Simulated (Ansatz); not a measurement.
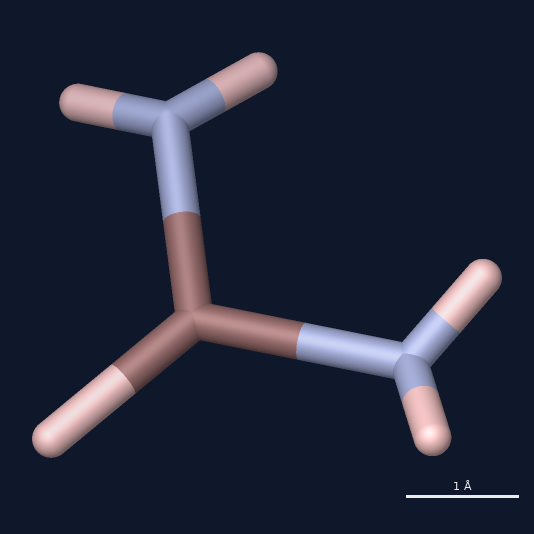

The picture shows a molecular structure as a stick model. Colours: nitrogen light blue, indium brown, hydrogen pink.

Describe the molecule.

The molecule is H₅InN₂. As SMILES it reads `[NH2][InH][NH2]`. Coordination, clear cases only: 1 In trigonal planar.

More results for the same structure follow; atom numbers are the same in all pictures, views and colours differ. Computed geometry: PBE0-D4/def2-TZVP optimisation.

## Charges

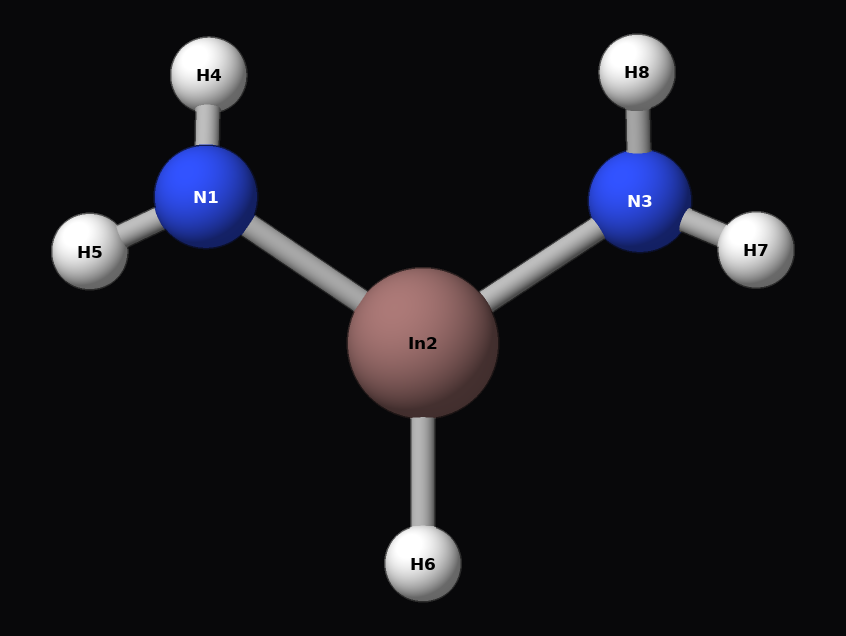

The questions are on Mulliken charges. Properties computed with RKS r2SCAN-D4/def2-TZVPP, core potentials on In (Ansatz 0.2.0).

Give the Mulliken charges atom by atom.

```
atom  value (e)
  N1      −0.57
 In2       0.67
  N3      −0.57
  H4       0.15
  H5       0.15
  H6      −0.12
  H7       0.15
  H8       0.15
```

## Electronic properties

Level of theory: RKS PBE-D4/def2-TZVPP, core potentials on In (Ansatz 0.2.0).

What does the calculation give?

- dipole moment: 0.32 D
- HOMO energy (Kohn–Sham orbital): −5.34 eV
- LUMO energy (Kohn–Sham orbital): −1.14 eV
- HOMO–LUMO gap: 4.20 eV
- dispersion correction: −11.4 kJ/mol

## Vibrations

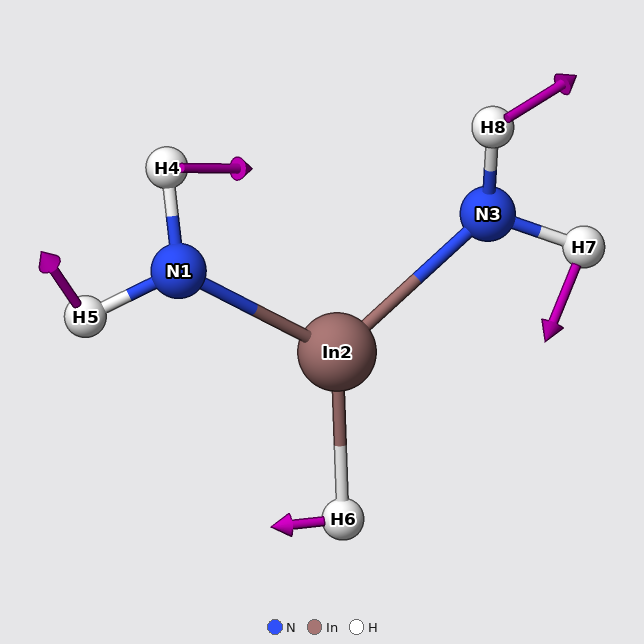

The arrows show one normal mode. Harmonic vibrations computed with RKS PBE0-D4/def2-TZVP, core potentials on In (Ansatz 0.2.0) at a stationary point of the same level.

**What kind of motion is it?**

Mostly H–N–In bending.

**At what wavenumber does it lie?**

721 cm⁻¹; it is mode 10 of 18 counted from the lowest.

Mulliken values depend strongly on the basis set and can even reverse the polarity of a bond.
